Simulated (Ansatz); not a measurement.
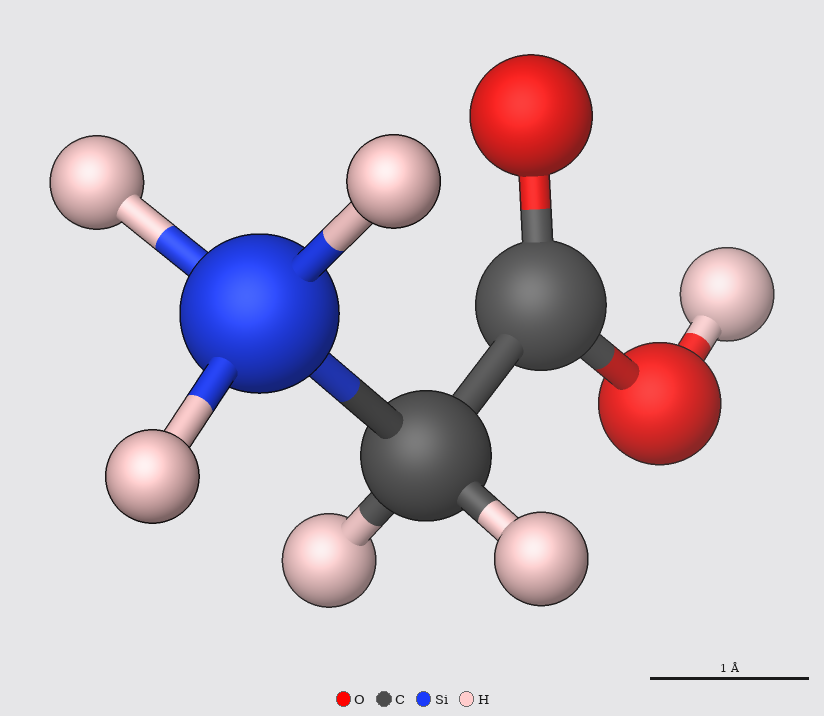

Every bond is drawn as one stick, whatever its order.

Computed geometry: PBE0-D4/def2-TZVP optimisation. No frequency run is at hand to confirm it as a minimum.

Identify the structure.

It has 11 atoms: 2 carbon, 6 hydrogen, 2 oxygen and 1 silicon (C₂H₆O₂Si). Its SMILES string is `O=C(O)C[SiH3]`. It has no ring. Among its groups: carboxylic acid, Si–H bond. This geometry has Cs symmetry. Coordination: 1 C trigonal planar; 1 O bent; 1 C tetrahedral; 1 Si tetrahedral.

The parts below concern this one geometry. Atoms keep their numbers from picture to picture.

Dipole moment

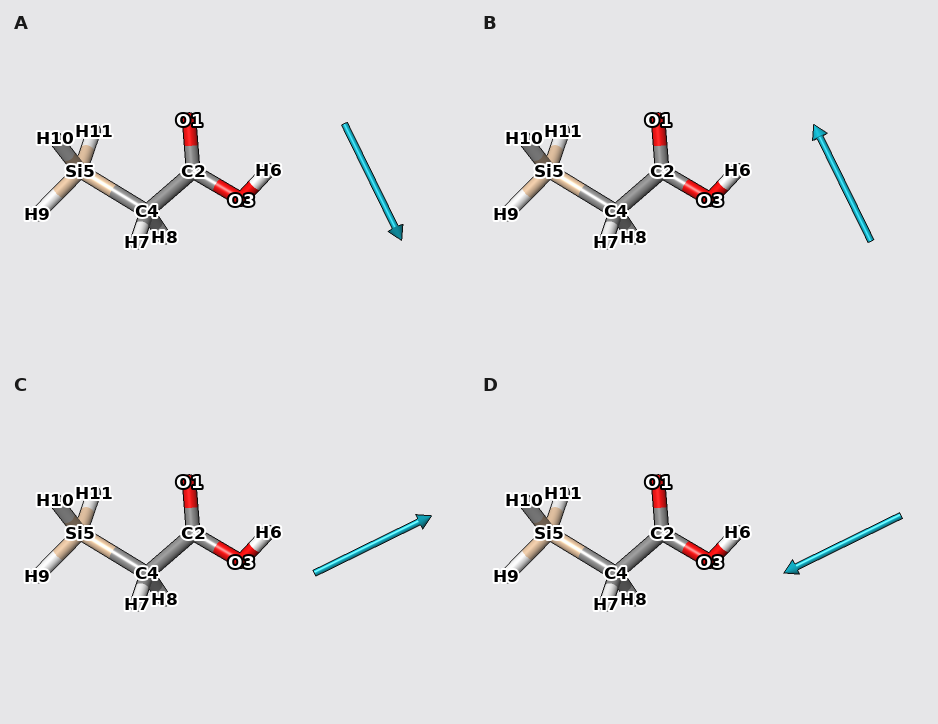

The same molecule four times, each with an arrow. No frequency run is at hand to confirm it as a minimum. Method: RKS r2SCAN-D4/def2-TZVPP (Ansatz 0.2.0).

**Which arrow points along the dipole moment, from the negative to the positive end?**

A. The dipole moment is 1.92 D; it points from the side of H10, H11 to the side of O3 (the outermost atoms at the two ends).

Electronic properties

No frequency run is at hand to confirm it as a minimum. Level of theory: RKS ωB97X-V/def2-TZVPP (Ansatz 0.2.0).

**Estimate the LUMO energy (Kohn–Sham orbital).**

2.38 eV.

**Give the HOMO energy (Kohn–Sham orbital) at this level.**

−10.81 eV.

Charges

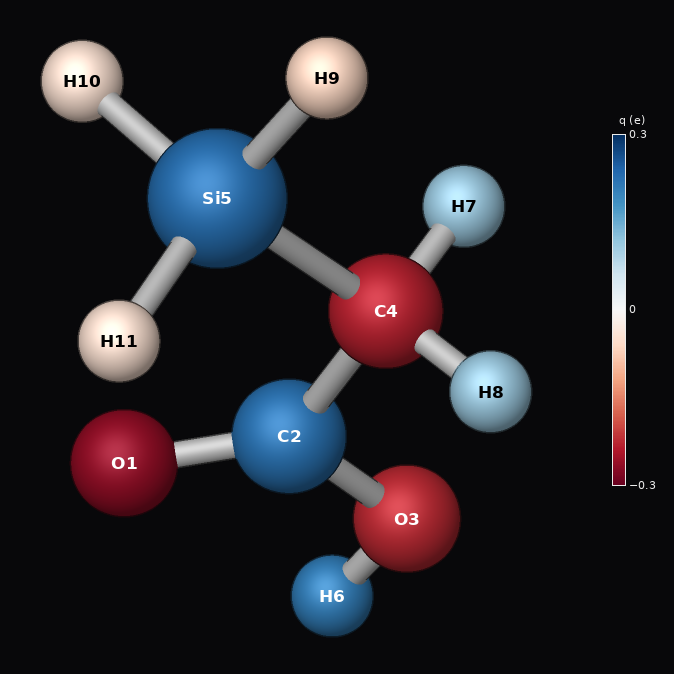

Atoms are coloured by their Mulliken charges. No frequency run is at hand to confirm it as a minimum. Method: RKS PBE-D4/def2-TZVPP (Ansatz 0.2.0).

List the Mulliken charges.

```csv
atom,value (e)
O1,−0.26
C2,0.22
O3,−0.22
C4,−0.23
Si5,0.23
H6,0.21
H7,0.11
H8,0.11
H9,−0.06
H10,−0.04
H11,−0.04
```

Mulliken values depend strongly on the basis set and can even reverse the polarity of a bond.
